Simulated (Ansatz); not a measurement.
**CH₈B₂OSi: small, medium and large basis sets**

How large a basis does CH₈B₂OSi need? Two functionals are run in growing sets.

Program: Ansatz 0.2.0, Gaussian basis. Level of theory: one geometry, several basis sets. These are calculated values, not measurements.

Levels to be run: PBE0-D4/def2-SVP; ωB97M-V/def2-SVP; PBE0-D4/def2-QZVPP; ωB97M-V/def2-QZVPP; the functionals' def2-TZVPP values are taken from earlier runs.

## (1) Structure used throughout

The geometry comes from an earlier relaxation with PBE0-D4 in a triple-zeta def2 set; it is a stationary point, not always the lowest conformer.

13 atoms, charge 0, spin multiplicity 1.

Atoms are counted from 1 here; the program's logs count them from 0.

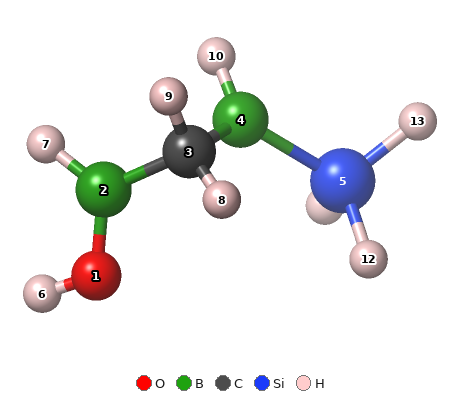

The structure; oxygen red, boron green, carbon dark grey, silicon blue, hydrogen pink; atoms are numbered from 1 in the order of the file.

## (2) PBE0-D4 in def2-SVP

The input, in.yaml:

```yaml
crystal:
  periodic: [false, false, false]
  atoms:
    - {symbol: O, position_ang: [-1.839843, 1.494307, 0.518376]}
    - {symbol: B, position_ang: [-0.502795, 1.566331, 0.716570]}
    - {symbol: C, position_ang: [0.264433, 0.257322, 1.135125]}
    - {symbol: B, position_ang: [0.950545, -0.251725, -0.151758]}
    - {symbol: Si, position_ang: [0.310862, -1.825465, -1.238309]}
    - {symbol: H, position_ang: [-2.232151, 2.334372, 0.268777]}
    - {symbol: H, position_ang: [0.071219, 2.610418, 0.555025]}
    - {symbol: H, position_ang: [-0.425986, -0.450597, 1.597211]}
    - {symbol: H, position_ang: [1.029500, 0.603499, 1.842723]}
    - {symbol: H, position_ang: [1.895952, 0.357319, -0.575755]}
    - {symbol: H, position_ang: [-0.039484, -1.382978, -2.620520]}
    - {symbol: H, position_ang: [-0.873703, -2.522607, -0.663670]}
    - {symbol: H, position_ang: [1.412053, -2.824894, -1.368897]}
basis:
  gaussian: {orbitals: def2-SVP}
hamiltonian: {xc: pbe0, dispersion: d4}
output: {orbitals: {seedname: orbitals}}
```

The run is started by

```
> ansatz run in.yaml --threads 4 --pin off --events-out ev --progress --plain --max-ram 10444MiB
```

Log:

```text
Functional definition: PBE0
  name "PBE0"
  cite "Adamo & Barone, J. Chem. Phys. 110, 6158 (1999) doi:10.1063/1.478522"
  cite "Perdew, Burke & Ernzerhof, Phys. Rev. Lett. 77, 3865 (1996) doi:10.1103/PhysRevLett.77.3865"
  parent pbe
  parameter a = 0.25
  parameter kappa = 0.804
  parameter beta = 0.06672455060314922
  exchange = (1 - a)*pbe_x(kappa = kappa, mu = beta*pi^2/3) + a*exact_x
  correlation = pbe_c(beta = beta)
1269 factors; their error is unknown
mean field evaluation 1: about -12424.2510 eV, gradient 5.4e1 eV
mean field evaluation 2: about -12420.3478 eV, gradient 7.0e1 eV
mean field evaluation 4: about -12430.4703 eV, gradient 3.3e0 eV
mean field evaluation 8: about -12430.4958 eV, gradient 3.1e-2 eV
mean field evaluation 16: about -12430.5414 eV, gradient 6.0e-5 eV
mean field -12430.54143279 eV, -456.8139719313 hartree, gradient 6.0e-5 eV, S^2 0.000000; 0 other end points of the search recorded, 0 dependent functions left out
reference -12430.54146383 eV, -456.8139730720 hartree; 23, 23 occupied and 91, 91 virtual orbitals, 1269 factors
Total energy: -12430.74834743 eV, -456.8215759044 hartree
```

Run time: 1.1 s. Hardware: 4 threads of Arm Neoverse V1, shared host.

## (3) ωB97M-V in def2-SVP

Changes to in.yaml since step 2:

```diff
@@ -18,3 +18,3 @@
   gaussian: {orbitals: def2-SVP}
-hamiltonian: {xc: pbe0, dispersion: d4}
+hamiltonian: {xc: {name: wB97M-V}}
 output: {orbitals: {seedname: orbitals}}
```

The command is unchanged.

Log (excerpt; [...] marks lines left out):

```text
Functional definition: wB97M-V
  name "wB97M-V"
  cite "Mardirossian & Head-Gordon, J. Chem. Phys. 144, 214110 (2016) doi:10.1063/1.4952647"
  cite "Becke, J. Chem. Phys. 107, 8554 (1997) doi:10.1063/1.475007"
  cite "Vydrov & Van Voorhis, J. Chem. Phys. 133, 244103 (2010) doi:10.1063/1.3521275"
  # Of w^i u^j: cxij and so on, Table III.
[...]
  gx(w, u) = 1 - cx + cx01*u + cx10*w
  gss(w, u) = css00 + css04*u^4 + css10*w + css20*w^2 + css43*w^4*u^3
  gos(w, u) = cos00 + cos10*w + (cos20 + cos21*u)*w^2 + (cos60 + cos61*u)*w^6
[...]
      + integral(e_c_pw_mod_opposite_spin*gos(b97_w_opposite, b97_u_opposite)) + vv10(b, c)
1269 factors; their error is unknown
376 factors; integrals over basis functions are off by at most 1.1e-5 eV
[...]
mean field -12436.34692340 eV, -457.0273197764 hartree, gradient 7.9e-5 eV, S^2 0.000000; 0 other end points of the search recorded, 0 dependent functions left out
reference -12436.34697268 eV, -457.0273215874 hartree; 23, 23 occupied and 91, 91 virtual orbitals, 1269 factors
Total energy: -12436.34697268 eV, -457.0273215874 hartree
```

Wall time 4.7 s (4 threads of Arm Neoverse V1, shared host).

## (4) PBE0-D4 in def2-QZVPP

Changes to in.yaml since step 3:

```diff
@@ -17,4 +17,4 @@
 basis:
-  gaussian: {orbitals: def2-SVP}
-hamiltonian: {xc: {name: wB97M-V}}
+  gaussian: {orbitals: "def2-QZVPP.json"}
+hamiltonian: {xc: pbe0, dispersion: d4}
 output: {orbitals: {seedname: orbitals}}
```

The command is unchanged.

Log:

```text
Functional definition: PBE0
  name "PBE0"
  cite "Adamo & Barone, J. Chem. Phys. 110, 6158 (1999) doi:10.1063/1.478522"
  cite "Perdew, Burke & Ernzerhof, Phys. Rev. Lett. 77, 3865 (1996) doi:10.1103/PhysRevLett.77.3865"
  parent pbe
  parameter a = 0.25
  parameter kappa = 0.804
  parameter beta = 0.06672455060314922
  exchange = (1 - a)*pbe_x(kappa = kappa, mu = beta*pi^2/3) + a*exact_x
  correlation = pbe_c(beta = beta)
1632 factors; their error is unknown
mean field evaluation 1: about -12429.7653 eV, gradient 6.7e1 eV
mean field evaluation 2: about -12422.7532 eV, gradient 8.8e1 eV
mean field evaluation 4: about -12438.8534 eV, gradient 5.7e0 eV
mean field evaluation 8: about -12438.9204 eV, gradient 5.6e-2 eV
mean field evaluation 16: about -12438.9243 eV, gradient 2.4e-5 eV
mean field -12438.92425178 eV, -457.1220348474 hartree, gradient 2.4e-5 eV, S^2 0.000000; 0 other end points of the search recorded, 0 dependent functions left out
reference -12438.92430079 eV, -457.1220366482 hartree; 23, 23 occupied and 515, 515 virtual orbitals, 1632 factors
Total energy: -12439.13118440 eV, -457.1296394806 hartree
```

Run time: 9 s. Hardware: 4 threads of Arm Neoverse V1, shared host; peak memory 1.9 GiB.

## (5) ωB97M-V in def2-QZVPP

Changes to in.yaml since step 4:

```diff
@@ -18,3 +18,3 @@
   gaussian: {orbitals: "def2-QZVPP.json"}
-hamiltonian: {xc: pbe0, dispersion: d4}
+hamiltonian: {xc: {name: wB97M-V}}
 output: {orbitals: {seedname: orbitals}}
```

Same command.

Log (excerpt; [...] marks lines left out):

```text
Functional definition: wB97M-V
  name "wB97M-V"
  cite "Mardirossian & Head-Gordon, J. Chem. Phys. 144, 214110 (2016) doi:10.1063/1.4952647"
  cite "Becke, J. Chem. Phys. 107, 8554 (1997) doi:10.1063/1.475007"
  cite "Vydrov & Van Voorhis, J. Chem. Phys. 133, 244103 (2010) doi:10.1063/1.3521275"
  # Of w^i u^j: cxij and so on, Table III.
[...]
  gx(w, u) = 1 - cx + cx01*u + cx10*w
  gss(w, u) = css00 + css04*u^4 + css10*w + css20*w^2 + css43*w^4*u^3
  gos(w, u) = cos00 + cos10*w + (cos20 + cos21*u)*w^2 + (cos60 + cos61*u)*w^6
[...]
      + integral(e_c_pw_mod_opposite_spin*gos(b97_w_opposite, b97_u_opposite)) + vv10(b, c)
1612 factors; their error is unknown
476 factors; integrals over basis functions are off by at most 1.3e-5 eV
[...]
mean field -12444.97003970 eV, -457.3442134553 hartree, gradient 5.9e-5 eV, S^2 0.000000; 0 other end points of the search recorded, 0 dependent functions left out
reference -12444.97011864 eV, -457.3442163562 hartree; 23, 23 occupied and 515, 515 virtual orbitals, 1612 factors
Total energy: -12444.97011864 eV, -457.3442163562 hartree
```

Run time: 22 s. Hardware: 4 threads of Arm Neoverse V1, shared host; peak memory 2.4 GiB.

## (6) Density functionals: the series

The def2-TZVPP values come from earlier runs at the same geometry.

| functional | basis | functions | energy (eV) | from the largest (eV) | HOMO (eV) | LUMO (eV) |
| --- | --- | --- | --- | --- | --- | --- |
| PBE0-D4 | def2-SVP | 114 | -12430.7483 | 8.383 | -7.75 | -1.85 |
| PBE0-D4 | def2-TZVPP | 278 | -12438.5956 | 0.536 | -7.79 | -1.94 |
| PBE0-D4 | def2-QZVPP | 538 | -12439.1312 | 0.000 | -7.79 | -1.95 |
| ωB97M-V | def2-SVP | 114 | -12436.3470 | 8.623 | -9.88 | 0.19 |
| ωB97M-V | def2-TZVPP | 278 | -12444.4683 | 0.502 | -9.95 | 0.03 |
| ωB97M-V | def2-QZVPP | 538 | -12444.9701 | 0.000 | -9.95 | -0.01 |

## (7) Results

```
                                       quantity          value
PBE0-D4: double and triple zeta above quadruple  8.38, 0.54 eV
ωB97M-V: double and triple zeta above quadruple  8.62, 0.50 eV
```

PBE0-D4 gains 7.85 eV from double to triple zeta, then 0.54 eV more. These are total energies; as a rule much of such shifts cancels in differences, which this series doesn't test.

For PBE0-D4 the largest set took about 8 times as long as the smallest (9 s against 1.1 s).
